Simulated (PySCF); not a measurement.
SMILES c1c[c]([GeH3])cc(c1)C(F)(F)F (C7H7F3Ge) at its GFN2-xTB optimised geometry (Å):

```
18

F      3.1096     0.1873    -0.4707
C      2.5731    -0.9357     0.0303
F      3.1102    -1.9548    -0.6604
F      3.0492    -1.0484     1.2878
C      1.0716    -0.9377    -0.0038
C      0.3943    -2.1499     0.0000
C     -0.9894    -2.1499     0.0000
C     -1.6816    -0.9521     0.0000
C     -1.0109     0.2655    -0.0004
Ge    -2.0107     1.9463    -0.0157
C      0.3764     0.2624     0.0002
H      0.9475    -3.0766    -0.0010
H     -1.5246    -3.0873     0.0016
H     -2.7637    -0.9560     0.0022
H     -1.1019     3.0873     0.2894
H     -3.1102     1.8943     0.9934
H     -2.6393     2.1708    -1.3517
H      0.9182     1.1984     0.0006
```

Method: PySCF with CAM-B3LYP/def2-SVP. Cells within 0.4 Å of a nucleus heavier than hydrogen are left out (blank, or x).

Map of the electrostatic potential (hartree/e), clipped to [-0.08, 0.12] on the plane z = 1.0 Å:

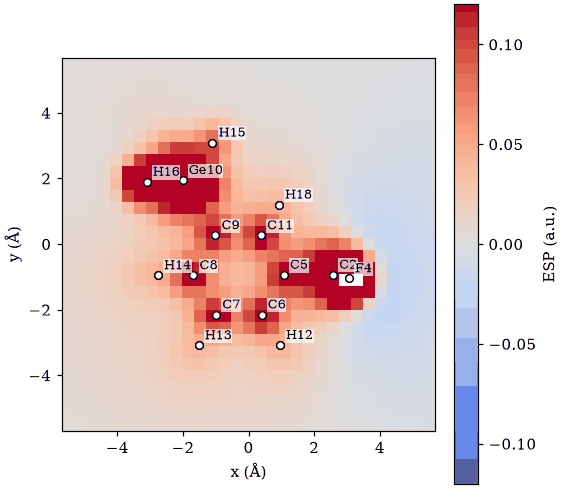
*Electrostatic potential (hartree/e), clipped to [-0.08, 0.12] on the plane z = 1.0 Å.*
